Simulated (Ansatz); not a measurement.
**Nudged elastic band of C$_{2}$H$_{8}$ClGa**

C$_{2}$H$_{8}$ClGa, computed with RHF/def2-mTZVP (Ansatz 0.2.0).

One setting was made poor on purpose. It belongs to a series of runs on one base structure; here: band between the two ends.

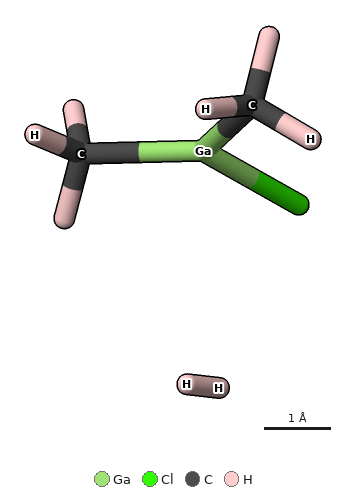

Fig. 1: The structure as given in the input (stick view, seen at a tilt). Sticks mark near contacts. Bond lengths as drawn: Cl–Ga 2.20 Å, C–Ga 1.98 Å, C–H 1.08 to 1.09 Å and H–H 0.73 Å.

Input
```yaml
crystal:
  periodic: [false, false, false]
  atoms:
    - { symbol: Ga, position_ang: [-0.706499, 0.005509, -0.093691] }
    - { symbol: Cl, position_ang: [-1.877426, -1.825439, 0.23105] }
    - { symbol: C, position_ang: [-0.020043, 0.243833, -1.932939] }
    - { symbol: C, position_ang: [-0.541791, 1.166372, 1.498862] }
    - { symbol: H, position_ang: [1.91995, -2.55474, 0.895372] }
    - { symbol: H, position_ang: [2.484546, -2.090954, 0.844499] }
    - { symbol: H, position_ang: [0.89653, 0.821649, -1.948714] }
    - { symbol: H, position_ang: [-0.750694, 0.776357, -2.534078] }
    - { symbol: H, position_ang: [0.161404, -0.709546, -2.411802] }
    - { symbol: H, position_ang: [-0.202689, 0.595982, 2.355471] }
    - { symbol: H, position_ang: [0.145934, 1.987415, 1.338566] }
    - { symbol: H, position_ang: [-1.509223, 1.583561, 1.757402] }
basis:
  gaussian: { orbitals: def2-mTZVP }
hamiltonian:
  xc: hf
neb:
  order_check: false
  images: 9
  f_tol: 0.05
  max_iterations: 60
  initial_path: linear
  final_atoms:
    - { symbol: Ga, position_ang: [0.59663828, 0.15688959, 0.04598581] }
    - { symbol: Cl, position_ang: [-0.93109927, -2.80058287, 0.61451136] }
    - { symbol: C, position_ang: [0.1270369, 0.31319753, -1.88643595] }
    - { symbol: C, position_ang: [-0.36916997, 1.16819571, 1.46776675] }
    - { symbol: H, position_ang: [0.21330711, -3.30236214, 0.89397738] }
    - { symbol: H, position_ang: [1.87754825, -0.7089571, 0.44576973] }
    - { symbol: H, position_ang: [0.90543236, 0.84843417, -2.42381377] }
    - { symbol: H, position_ang: [-0.80542939, 0.84183793, -2.04770274] }
    - { symbol: H, position_ang: [0.0431892, -0.66422519, -2.35017838] }
    - { symbol: H, position_ang: [-0.30805516, 0.67939782, 2.43292971] }
    - { symbol: H, position_ang: [0.06710921, 2.15787114, 1.5820571] }
    - { symbol: H, position_ang: [-1.41650851, 1.31030243, 1.22513101] }
```

Run as:
```bash
ansatz run input.yaml --threads 2 --pin off --max-ram 3072MiB --backend cpu --events-out ev --progress --plain --runs-dir out
```

What the program printed
```
Engine: ansatz 0.2.0, aarch64-unknown-linux-gnu
Functional definition: HF
  exchange = exact_x
  correlation = 0
1232 factors; integrals over basis functions are off by at most 5.8e-4 eV
mean field evaluation 1: about -67023.8763 eV, gradient 3.5e1 eV
mean field evaluation 2: about -67024.0022 eV, gradient 3.5e1 eV
mean field evaluation 4: about -67027.1108 eV, gradient 4.0e0 eV
mean field evaluation 8: about -67027.1478 eV, gradient 2.1e-1 eV
mean field -67027.14797650 eV, -2463.2022555036 hartree, gradient 2.2e-5 eV, S^2 0.000000; 0 other end points of the search recorded, 0 dependent functions left out
the calculation of the forces begins
reference -67027.14797650 eV, -2463.2022555036 hartree; 34, 34 occupied and 86, 86 virtual orbitals, 1232 factors
1231 factors; integrals over basis functions are off by at most 7.7e-4 eV
mean field evaluation 16: about -67025.7872 eV, gradient 3.6e0 eV
mean field -67025.83118502 eV, -2463.1538643092 hartree, gradient 2.7e-5 eV, S^2 0.000000; 0 other end points of the search recorded, 0 dependent functions left out
[... from here on the field's lines of each further geometry are left out, up to the last ...]
NEB iter   1: max|band force component| = 4.471e0 eV/Å  barrier→ = 6.8246 eV  barrier← = 5.5078 eV  Δτ_max = 0.2000 Å  (417 SCF iters)
NEB iter   2: max|band force component| = 4.534e0 eV/Å  barrier→ = 5.3559 eV  barrier← = 4.0391 eV  Δτ_max = 0.2000 Å  (288 SCF iters)
NEB iter   3: max|band force component| = 4.415e0 eV/Å  barrier→ = 4.0448 eV  barrier← = 2.7280 eV  Δτ_max = 0.2000 Å  (283 SCF iters)
NEB iter   4: max|band force component| = 4.209e0 eV/Å  barrier→ = 3.2340 eV  barrier← = 1.9172 eV  Δτ_max = 0.2000 Å  (280 SCF iters)
NEB iter   5: max|band force component| = 2.461e0 eV/Å  barrier→ = 2.3862 eV  barrier← = 1.0694 eV  Δτ_max = 0.2000 Å  (281 SCF iters)
NEB iter   6: max|band force component| = 3.219e0 eV/Å  barrier→ = 2.0152 eV  barrier← = 0.6984 eV  Δτ_max = 0.1003 Å  (277 SCF iters)
NEB iter   7: max|band force component| = 5.957e-1 eV/Å  barrier→ = 1.8866 eV  barrier← = 0.5698 eV  Δτ_max = 0.2000 Å  (278 SCF iters)
NEB iter   8: max|band force component| = 6.607e-1 eV/Å  barrier→ = 2.0477 eV  barrier← = 0.7310 eV  Δτ_max = 0.1009 Å  (279 SCF iters)
NEB iter   9: max|band force component| = 4.423e-1 eV/Å  barrier→ = 2.0410 eV  barrier← = 0.7242 eV  CI = image 6  Δτ_max = 0.0928 Å  (283 SCF iters)
NEB iter  10: max|band force component| = 2.335e-1 eV/Å  barrier→ = 2.0575 eV  barrier← = 0.7407 eV  CI = image 6  Δτ_max = 0.0652 Å  (278 SCF iters)
NEB iter  11: max|band force component| = 6.380e-2 eV/Å  barrier→ = 2.0553 eV  barrier← = 0.7385 eV  CI = image 6  Δτ_max = 0.0717 Å  (260 SCF iters)
the calculation of the forces begins
reference -67025.81804732 eV, -2463.1533815076 hartree; 34, 34 occupied and 86, 86 virtual orbitals, 1231 factors
1232 factors; integrals over basis functions are off by at most 6.7e-4 eV
mean field evaluation 960: about -67021.6206 eV, gradient 3.6e1 eV
mean field -67025.09333600 eV, -2463.1267488582 hartree, gradient 2.5e-5 eV, S^2 0.000000; 1 other end points of the search recorded, 0 dependent functions left out
the calculation of the forces begins
reference -67025.09333600 eV, -2463.1267488582 hartree; 34, 34 occupied and 86, 86 virtual orbitals, 1232 factors
NEB iter  12: max|band force component| = 3.097e-2 eV/Å  barrier→ = 2.0546 eV  barrier← = 0.7378 eV  CI = image 6  Δτ_max = 0.0000 Å  (575 SCF iters)
```

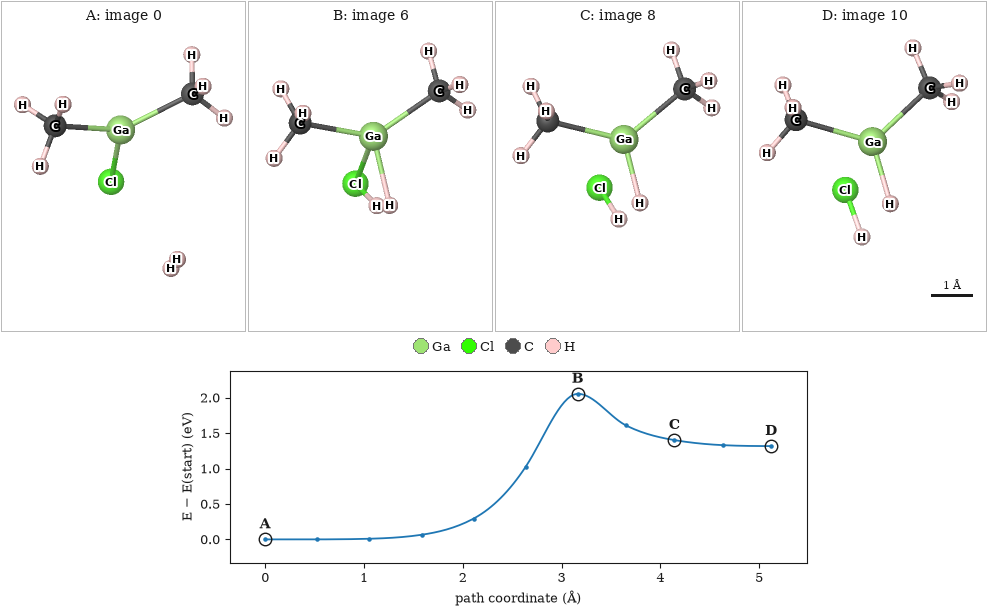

Fig. 2: Images of the last band (counted from 0; ball-and-stick, seen at a tilt) above the energy along the path; the line is a cubic interpolation that uses the forces. The highest image is number 6, 2.055 eV above the start and 0.738 eV above the end (the climbing image); the end lies 1.317 eV above the start. The path is 5.12 Å long. The band converged in 12 iterations.

```
Total energy: -67025.09333600 eV, -2463.1267488582 hartree
Atom 0 at     0.186448    -0.072933     0.045020 Å, force    -0.017042    -0.012320     0.000959 eV/Å
Atom 1 at    -1.039987    -2.406969     0.491171 Å, force     0.007192     0.002912    -0.000425 eV/Å
Atom 2 at     0.176596     0.164590    -1.915202 Å, force    -0.007483     0.000069     0.002440 eV/Å
Atom 3 at    -0.315444     1.072631     1.572951 Å, force    -0.008388     0.000231    -0.004184 eV/Å
Atom 4 at     0.421847    -1.981420     0.575536 Å, force     0.011306     0.009720     0.000424 eV/Å
Atom 5 at     1.292068    -1.328873     0.522049 Å, force    -0.014270    -0.005395    -0.001527 eV/Å
Atom 6 at     0.989838     0.811876    -2.225669 Å, force     0.001505     0.002796    -0.007200 eV/Å
Atom 7 at    -0.750598     0.619246    -2.244538 Å, force     0.009397    -0.001230     0.002587 eV/Å
Atom 8 at     0.287959    -0.782940    -2.425468 Å, force     0.002565     0.000860     0.003812 eV/Å
Atom 9 at    -0.230074     0.540722     2.511098 Å, force     0.001402    -0.001785    -0.002176 eV/Å
Atom 10 at     0.320659     1.949839     1.621581 Å, force     0.002454     0.003829     0.006324 eV/Å
Atom 11 at    -1.339312     1.414227     1.471470 Å, force     0.011363     0.000312    -0.001033 eV/Å
Dipole moment:     0.321996     0.543142    -0.098702 e Å
this run last wrote the band of iteration 12 to [file]
```

The last band as extended XYZ (Å, eV, eV/Å)
```
12
Properties=species:S:1:pos:R:3:forces:R:3 image=0 energy=-67027.14798
Ga   -0.7065    0.0055   -0.0937    0.0028  -0.0117   0.0027
Cl   -1.8774   -1.8254    0.2311    0.0035   0.0126  -0.0023
C    -0.0200    0.2438   -1.9329   -0.0014   0.0039   0.0037
C    -0.5418    1.1664    1.4989   -0.0055  -0.0015  -0.0059
H     1.9200   -2.5547    0.8954    0.0103   0.0085  -0.0009
H     2.4845   -2.0910    0.8445   -0.0103  -0.0072   0.0008
H     0.8965    0.8216   -1.9487   -0.0001   0.0013   0.0013
H    -0.7507    0.7764   -2.5341   -0.0004  -0.0020  -0.0046
H     0.1614   -0.7095   -2.4118   -0.0009  -0.0034   0.0003
H    -0.2027    0.5960    2.3555    0.0018  -0.0050   0.0017
H     0.1459    1.9874    1.3386    0.0026   0.0027  -0.0016
H    -1.5092    1.5836    1.7574   -0.0024   0.0018   0.0048
12
Properties=species:S:1:pos:R:3:forces:R:3 image=1 energy=-67027.14796
Ga   -0.6930   -0.0278   -0.0885   -0.0187   0.0312  -0.0119
Cl   -1.9854   -1.7810    0.1927   -0.0031  -0.0106   0.0029
C     0.0175    0.1956   -1.9206   -0.0107  -0.0056  -0.0058
C    -0.4800    1.1007    1.5216   -0.0095  -0.0041   0.0071
H     1.7686   -2.3377    0.8404    0.0038  -0.0048   0.0017
H     2.2952   -1.8324    0.7821    0.0003   0.0013  -0.0003
H     0.9291    0.7806   -1.9326    0.0063   0.0033  -0.0029
H    -0.7105    0.7102   -2.5410    0.0078  -0.0061   0.0148
H     0.2131   -0.7635   -2.3831    0.0051   0.0014   0.0014
H    -0.2269    0.4943    2.3831    0.0036   0.0011   0.0024
H     0.2857    1.8560    1.3948    0.0038   0.0026  -0.0005
H    -1.4135    1.6049    1.7510    0.0114  -0.0098  -0.0090
12
Properties=species:S:1:pos:R:3:forces:R:3 image=2 energy=-67027.13883
Ga   -0.6225   -0.0749   -0.0665   -0.0293   0.0004  -0.0056
Cl   -1.8673   -1.8631    0.2307   -0.0096   0.0125  -0.0037
C     0.0586    0.1632   -1.9071   -0.0117  -0.0079  -0.0072
C    -0.4305    1.0650    1.5375   -0.0071  -0.0063   0.0070
H     1.5258   -2.1605    0.7634    0.0310   0.0011   0.0038
H     2.0243   -1.6279    0.6945    0.0090  -0.0189   0.0059
H     0.9617    0.7608   -1.9329    0.0085   0.0088   0.0035
H    -0.6864    0.6693   -2.5133    0.0025   0.0007  -0.0031
H     0.2602   -0.7919   -2.3753    0.0011   0.0001   0.0015
H    -0.2259    0.4639    2.4150    0.0004  -0.0016   0.0004
H     0.3590    1.7983    1.4292    0.0050   0.0056  -0.0060
H    -1.3571    1.5979    1.7248    0.0000   0.0053   0.0035
12
Properties=species:S:1:pos:R:3:forces:R:3 image=3 energy=-67027.08273
Ga   -0.4898   -0.1294   -0.0340   -0.0737   0.0004  -0.0107
Cl   -1.6530   -1.9747    0.2923   -0.0768   0.0441  -0.0222
C     0.1001    0.1468   -1.9011   -0.0250   0.0052  -0.0023
C    -0.3855    1.0500    1.5497   -0.0253   0.0011  -0.0037
H     1.2530   -2.0364    0.6971    0.0985  -0.0374   0.0226
H     1.7769   -1.5284    0.6361    0.0941  -0.0127   0.0157
H     0.9875    0.7635   -1.9812   -0.0068  -0.0043   0.0432
H    -0.6961    0.6521   -2.4393    0.0109   0.0057  -0.0495
H     0.2831   -0.7939   -2.4040   -0.0014  -0.0025   0.0134
H    -0.2187    0.4849    2.4583    0.0015  -0.0144  -0.0193
H     0.3822    1.8097    1.4671    0.0051  -0.0199  -0.0297
H    -1.3397    1.5558    1.6589   -0.0011   0.0347   0.0425
12
Properties=species:S:1:pos:R:3:forces:R:3 image=4 energy=-67026.85399
Ga   -0.2994   -0.1707    0.0032   -0.3257  -0.0402  -0.0355
Cl   -1.4420   -2.0651    0.3466   -0.2794   0.2377  -0.1011
C     0.1473    0.1395   -1.8993   -0.0657  -0.0116   0.0067
C    -0.3390    1.0456    1.5628   -0.0613  -0.0146  -0.0155
H     1.0001   -1.9518    0.6442    0.3815  -0.0712   0.0694
H     1.5585   -1.4776    0.5949    0.3098  -0.0355   0.0508
H     1.0014    0.7798   -2.0864   -0.0080  -0.0222   0.1419
H    -0.7223    0.6305   -2.3278    0.0203   0.0038  -0.1095
H     0.2859   -0.7912   -2.4332    0.0042  -0.0097   0.0066
H    -0.2252    0.5185    2.5012    0.0073  -0.0304  -0.0245
H     0.3702    1.8643    1.5344    0.0267  -0.0784  -0.0945
H    -1.3355    1.4782    1.5595   -0.0097   0.0724   0.1052
12
Properties=species:S:1:pos:R:3:forces:R:3 image=5 energy=-67026.12272
Ga   -0.0721   -0.1557    0.0310   -1.1001  -0.3642  -0.0563
Cl   -1.2274   -2.2262    0.4191   -0.7068   0.7507  -0.2934
C     0.1796    0.1497   -1.9071   -0.0206  -0.0745   0.0300
C    -0.3104    1.0590    1.5727   -0.0159  -0.0702   0.0018
H     0.7408   -1.9037    0.5982    1.4303   0.3547   0.0989
H     1.3587   -1.4407    0.5599    0.3030  -0.4443   0.1570
H     1.0004    0.8003   -2.1855    0.0119  -0.0219   0.1649
H    -0.7368    0.6195   -2.2553    0.0323  -0.0282  -0.0510
H     0.2855   -0.7876   -2.4352    0.0042  -0.0146  -0.0345
H    -0.2311    0.5371    2.5164   -0.0021  -0.0162   0.0130
H     0.3432    1.9229    1.5966    0.0522  -0.0944  -0.1136
H    -1.3303    1.4255    1.4893    0.0117   0.0232   0.0832
12
Properties=species:S:1:pos:R:3:forces:R:3 image=6 energy=-67025.09334
Ga    0.1864   -0.0729    0.0450   -0.0170  -0.0123   0.0010
Cl   -1.0400   -2.4070    0.4912    0.0072   0.0029  -0.0004
C     0.1766    0.1646   -1.9152   -0.0075   0.0001   0.0024
C    -0.3154    1.0726    1.5730   -0.0084   0.0002  -0.0042
H     0.4218   -1.9814    0.5755    0.0113   0.0097   0.0004
H     1.2921   -1.3289    0.5220   -0.0143  -0.0054  -0.0015
H     0.9898    0.8119   -2.2257    0.0015   0.0028  -0.0072
H    -0.7506    0.6192   -2.2445    0.0094  -0.0012   0.0026
H     0.2880   -0.7829   -2.4255    0.0026   0.0009   0.0038
H    -0.2301    0.5407    2.5111    0.0014  -0.0018  -0.0022
H     0.3207    1.9498    1.6216    0.0025   0.0038   0.0063
H    -1.3393    1.4142    1.4715    0.0114   0.0003  -0.0010
12
Properties=species:S:1:pos:R:3:forces:R:3 image=7 energy=-67025.54014
Ga    0.3614   -0.0013    0.0507    0.2515   0.1055   0.0125
Cl   -1.0572   -2.5402    0.5258   -0.0439  -0.1986   0.0415
C     0.1714    0.1960   -1.9145   -0.0093   0.0436   0.0055
C    -0.3186    1.0961    1.5581   -0.0078   0.0364  -0.0281
H     0.2164   -2.2652    0.6167   -0.3187  -0.4239   0.0738
H     1.4222   -1.1488    0.4929    0.1946   0.2635  -0.0480
H     0.9759    0.8328   -2.2717   -0.0142   0.0278  -0.0753
H    -0.7648    0.6373   -2.2314   -0.0086   0.0301   0.0216
H     0.2807   -0.7632   -2.4081   -0.0125   0.0303   0.0275
H    -0.2361    0.5521    2.4921   -0.0082   0.0171  -0.0313
H     0.2952    1.9876    1.6471   -0.0271   0.0580   0.0454
H    -1.3466    1.4167    1.4421    0.0043   0.0102  -0.0451
12
Properties=species:S:1:pos:R:3:forces:R:3 image=8 energy=-67025.74688
Ga    0.4709    0.0493    0.0532    0.0445   0.0214   0.0085
Cl   -1.1390   -2.6378    0.5430   -0.0321  -0.0540   0.0066
C     0.1770    0.2428   -1.9057    0.0068   0.0138   0.0019
C    -0.3109    1.1296    1.5311    0.0119   0.0200  -0.0107
H     0.1363   -2.6271    0.6966   -0.0552  -0.1709   0.0402
H     1.5690   -1.0366    0.4837    0.0786   0.0464  -0.0054
H     0.9578    0.8719   -2.3249   -0.0138   0.0243  -0.0328
H    -0.7765    0.6827   -2.1706   -0.0025   0.0242   0.0293
H     0.2536   -0.7213   -2.3972   -0.0140   0.0237   0.0124
H    -0.2630    0.5857    2.4679   -0.0127   0.0134  -0.0209
H     0.2657    2.0413    1.6621   -0.0176   0.0331   0.0114
H    -1.3409    1.4195    1.3608    0.0062   0.0044  -0.0404
12
Properties=species:S:1:pos:R:3:forces:R:3 image=9 energy=-67025.81805
Ga    0.5501    0.0749    0.0577    0.0064   0.0151   0.0012
Cl   -1.1557   -2.6741    0.5463    0.0064  -0.0052   0.0011
C     0.1775    0.2863   -1.8891   -0.0006  -0.0007   0.0009
C    -0.3067    1.1560    1.4970   -0.0007  -0.0013  -0.0079
H     0.0548   -3.0160    0.7929   -0.0210  -0.0592   0.0135
H     1.7069   -0.9437    0.4783    0.0231   0.0078   0.0008
H     0.9366    0.9148   -2.3480   -0.0043   0.0073  -0.0020
H    -0.7856    0.7396   -2.0924    0.0002   0.0079   0.0141
H     0.2141   -0.6714   -2.3969   -0.0061   0.0108  -0.0025
H    -0.3024    0.6270    2.4432   -0.0069   0.0089  -0.0028
H     0.2414    2.0827    1.6470   -0.0011   0.0073  -0.0021
H    -1.3310    1.4241    1.2640    0.0047   0.0015  -0.0143
12
Properties=species:S:1:pos:R:3:forces:R:3 image=10 energy=-67025.83119
Ga    0.6045    0.1179    0.0581    0.0271  -0.0111   0.0074
Cl   -1.1178   -2.7434    0.5586   -0.0294   0.0116  -0.0069
C     0.1795    0.3296   -1.8794   -0.0081   0.0016  -0.0051
C    -0.3197    1.1697    1.4782   -0.0042   0.0098  -0.0043
H    -0.0126   -3.3209    0.8497    0.0267  -0.0133   0.0074
H     1.8206   -0.8332    0.4665   -0.0193   0.0150  -0.0062
H     0.9996    0.8212   -2.3960   -0.0021  -0.0011   0.0053
H    -0.7145    0.9188   -2.0484    0.0045  -0.0051   0.0003
H     0.0418   -0.6342   -2.3585    0.0016   0.0040   0.0029
H    -0.3066    0.6651    2.4371    0.0011  -0.0031  -0.0012
H     0.1766    2.1279    1.6139    0.0023  -0.0060  -0.0001
H    -1.3515    1.3815    1.2203   -0.0001  -0.0023   0.0006
```

Summary

- outcome: converged
- barrier, forward: 2.055 eV
- barrier, backward: 0.738 eV
- hardware: 2 threads of Arm Neoverse V1, 24 GiB of memory available, shared host
- wall time: 4.2 min (CPU time 7.8 min)
- peak memory: 0.29 GiB

Remarks

A deliberately poor setting: straight start. The order of the saddle point was not checked.
